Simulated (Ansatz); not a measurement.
A series of calculations on CH7BFNOSi

**1. Relaxation**

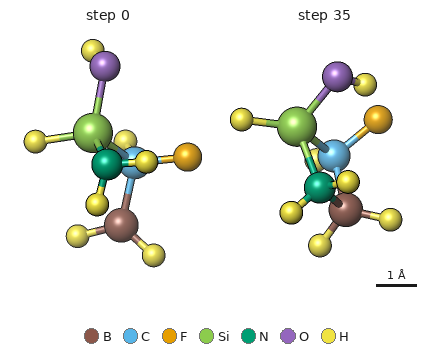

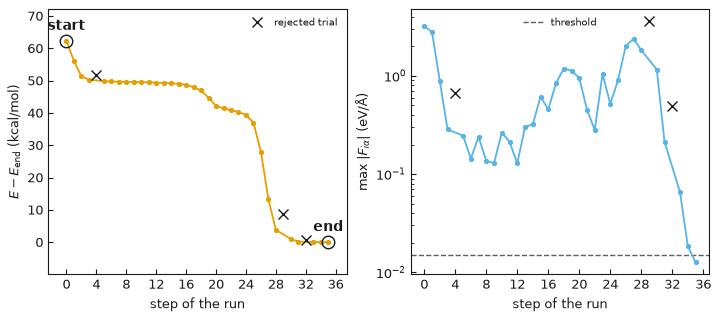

First and last geometry of a relaxation of CH7BFNOSi, with the history of the run. The picture is a ball-and-stick view, seen from a free direction.

The run prepares an end point of a later path (inversion) calculation, from a guessed geometry.

Level of theory: Ansatz, RKS CAM-B3LYP-D4/STO-3G.

The input:
```yaml
crystal:
  periodic: [false, false, false]
  atoms:
    - { symbol: B, position_ang: [-1.0334, -1.6166, 0.3108] }
    - { symbol: C, position_ang: [-0.8341, -0.2919, -0.6032] }
    - { symbol: F, position_ang: [-0.3182, -0.6687, -1.8276] }
    - { symbol: Si, position_ang: [0.4141, 0.8967, 0.2611] }
    - { symbol: "N", position_ang: [1.9436, 0.1078, 0.4613] }
    - { symbol: O, position_ang: [0.5178, 2.3258, -0.678] }
    - { symbol: H, position_ang: [-1.5417, -1.4556, 1.3736] }
    - { symbol: H, position_ang: [-0.7521, -2.6287, -0.1046] }
    - { symbol: H, position_ang: [-1.7929, 0.2421, -0.7394] }
    - { symbol: H, position_ang: [-0.2074, 1.2426, 1.6054] }
    - { symbol: H, position_ang: [2.2385, -0.215, -0.4419] }
    - { symbol: H, position_ang: [1.8146, -0.7283, 1.0828] }
    - { symbol: H, position_ang: [-0.4285, 2.7548, -0.6857] }
basis:
  gaussian: { orbitals: STO-3G }
hamiltonian:
  xc: cam_b3lyp
  dispersion: d4
relax:
  f_tol: 0.015
  max_steps: 40
```

Launched with:
```bash
ansatz run input.yaml --threads 1 --pin off --max-ram 2048MiB --backend cpu --events-out ev --progress --plain --runs-dir out
```

Did the run converge, and what did it change?

Answer. It converged. The energy falls by 62.3 kcal/mol in 32 accepted moves (35 points after the start). The largest force component goes from 3.2 to 0.013 eV/Å. The line search rejected the trial steps at points 4, 29, 32 of the run. The largest move after the best rigid fit is that of H13, 1.68 Å. By element the largest moves are H 1.68 Å, F 1.33 Å, N 1.07 Å, B 0.87 Å, C 0.53 Å, O 0.51 Å. Some distances before and after: B1–N5 3.444 → 1.663 Å, B1–Si4 2.901 → 2.505 Å, Si4–N5 1.733 → 1.850 Å, Si4–H10 1.521 → 1.443 Å. New bonds form: B1–N5 (3.44 → 1.66 Å). Among the angles between lasting bonds that change: C2–Si4–H10 105.8° → 134.2°, C2–Si4–N5 110.0° → 82.5°, B1–C2–Si4 109.3° → 90.2°.

Limits of the set-up: STO-3G is a minimal basis, so the numbers are rough.

**2. Relaxation**

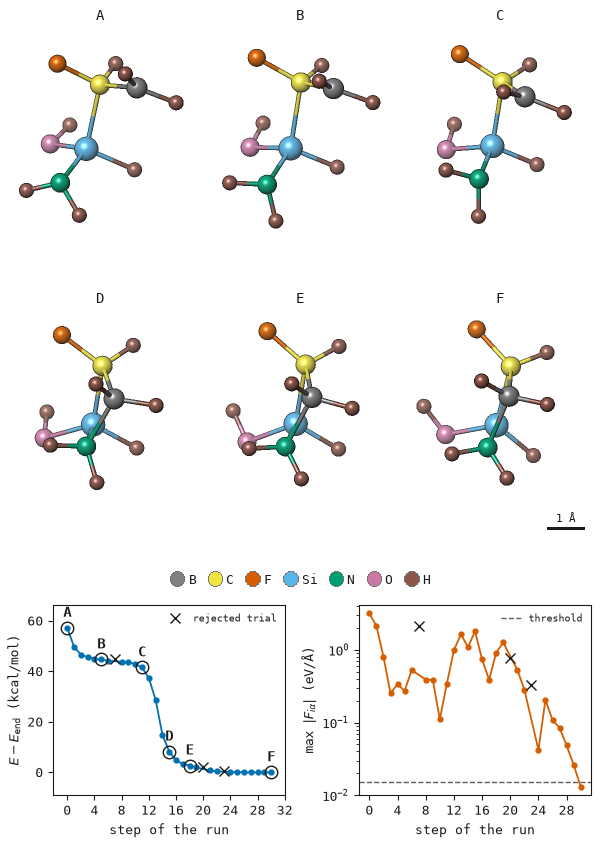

Frames of a relaxation of CH₇BFNOSi, marked on the history of the run. Style: ball-and-stick. Shown from a free direction.

The run prepares an end point of a later path (inversion) calculation, from a guessed geometry.

Level of theory: RKS CAM-B3LYP-D4/STO-3G (Ansatz).

Input file:
```yaml
crystal:
  periodic: [false, false, false]
  atoms:
    - { symbol: B, position_ang: [-1.0334, -1.6166, 0.3108] }
    - { symbol: C, position_ang: [-0.8341, -0.2919, -0.6032] }
    - { symbol: F, position_ang: [-0.3182, -0.6687, -1.8276] }
    - { symbol: Si, position_ang: [0.4141, 0.8967, 0.2611] }
    - { symbol: "N", position_ang: [1.9436, 0.1078, 0.4613] }
    - { symbol: O, position_ang: [0.5178, 2.3258, -0.678] }
    - { symbol: H, position_ang: [-1.5417, -1.4556, 1.3736] }
    - { symbol: H, position_ang: [-0.7521, -2.6287, -0.1046] }
    - { symbol: H, position_ang: [-1.7929, 0.2421, -0.7394] }
    - { symbol: H, position_ang: [-0.2074, 1.2426, 1.6054] }
    - { symbol: H, position_ang: [2.61117, 0.59155, -0.11078] }
    - { symbol: H, position_ang: [2.24291, 0.19868, 1.46336] }
    - { symbol: H, position_ang: [-0.4285, 2.7548, -0.6857] }
basis:
  gaussian: { orbitals: STO-3G }
hamiltonian:
  xc: cam_b3lyp
  dispersion: d4
relax:
  f_tol: 0.015
  max_steps: 40
```

Run as
```bash
ansatz run input.yaml --threads 1 --pin off --max-ram 2048MiB --backend cpu --events-out ev --progress --plain --runs-dir out
```

What happens along the run?

Answer. The energy falls by 57.2 kcal/mol in 27 accepted moves (30 points after the start). Largest force component: 3.2 eV/Å at the start, 0.013 eV/Å at the end. The line search rejected the trial steps at points 7, 20, 23 of the run. The atom that moves furthest after the best rigid fit is H13 (1.58 Å). Largest moves by element: H 1.58 Å, F 1.11 Å, B 1.05 Å, N 0.91 Å, Si 0.60 Å, C 0.38 Å. Some distances before and after: B1–N5 3.444 → 1.661 Å, B1–Si4 2.901 → 2.493 Å, Si4–N5 1.733 → 1.844 Å, Si4–H10 1.521 → 1.444 Å. New bonds form: B1–N5 (3.44 → 1.66 Å). Bond angles that change, for instance: C2–Si4–N5 110.0° → 82.9°, B1–C2–Si4 109.3° → 88.7°, C2–Si4–H10 105.8° → 122.5°. Cost: 2.5 min on 1 thread of Arm Neoverse V1, on a shared host, peak memory 0.21 GiB. From step 0 to 5: H11 moves most (0.40 Å), energy −12.5 kcal/mol. From step 5 to 11: H11 moves most (0.72 Å), energy −3.17 kcal/mol. From step 11 to 15: H12 moves most (0.76 Å), energy −33.3 kcal/mol. From step 15 to 18: H13 moves most (0.46 Å), energy −5.49 kcal/mol. From step 18 to 30: H13 moves most (0.62 Å), energy −2.71 kcal/mol.

```tsv
step	E − E(0), kcal/mol	largest force component, eV/Å	note
0	0.00	3.1703	
1	-7.58	2.1358	
2	-10.59	0.8058	
3	-11.58	0.2527	
4	-12.31	0.3366	
5	-12.51	0.2736	
6	-13.05	0.5257	
7	-12.16	2.1506	rejected
8	-13.39	0.3907	
9	-13.57	0.3865	
10	-14.33	0.1110	
11	-15.68	0.3422	
12	-19.88	0.9858	
13	-28.56	1.6400	
14	-42.37	1.0848	
15	-49.00	1.8030	
16	-52.47	0.7385	
17	-53.85	0.3888	
18	-54.49	0.9107	
19	-55.25	1.2648	
21	-56.46	0.5336	
22	-56.84	0.2847	
23	-56.47	0.3247	rejected
24	-57.03	0.0422	
25	-57.10	0.2053	
26	-57.14	0.1082	
27	-57.18	0.0847	
28	-57.19	0.0485	
29	-57.20	0.0263	
30	-57.20	0.0131
```

Limits of the set-up: STO-3G is a minimal basis, so the numbers are rough.

**3. Path**

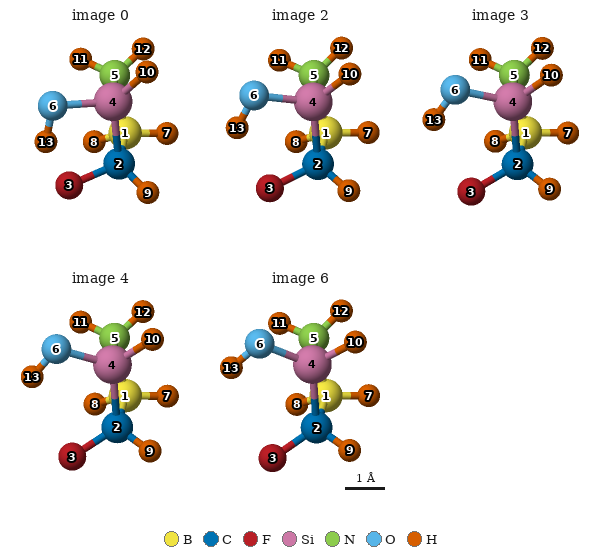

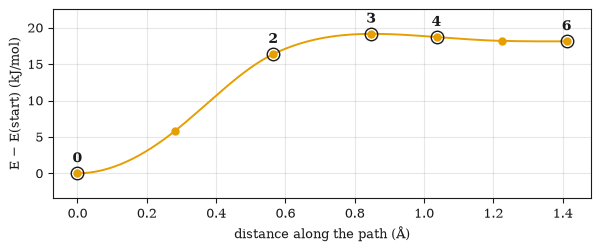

NEB run on CH7BFNOSi. Images are numbered from 0 (start) to 6 (end). Style: ball-and-stick. Shown from a free direction.

Theory: Ansatz 0.2.0, RKS CAM-B3LYP-D4/STO-3G. Set-up: 5 movable images; climbing image; force threshold 0.03 eV/Å; iteration limit 48; starting path through a guess of the saddle point.

Question: Read off the barrier and say what moves.

Answer: The motion is an umbrella inversion at N5. No bond forms or breaks between the ends. Among the angles between lasting bonds that change up to the highest image: C2–Si4–O6 100.0° → 114.5°, F3–C2–Si4 100.7° → 109.6°. The highest point, image 3, lies 19.2 kJ/mol above the start and 1.0 kJ/mol above the end; the end is at +18.1 kJ/mol relative to the start. The band converged in 22 iterations, with a climbing image at the top.

Limits of the set-up: STO-3G is a minimal basis, so the numbers are rough.

The run took 6.5 min on 1 thread of Arm Neoverse V1, on a shared host, peak memory 0.12 GiB.
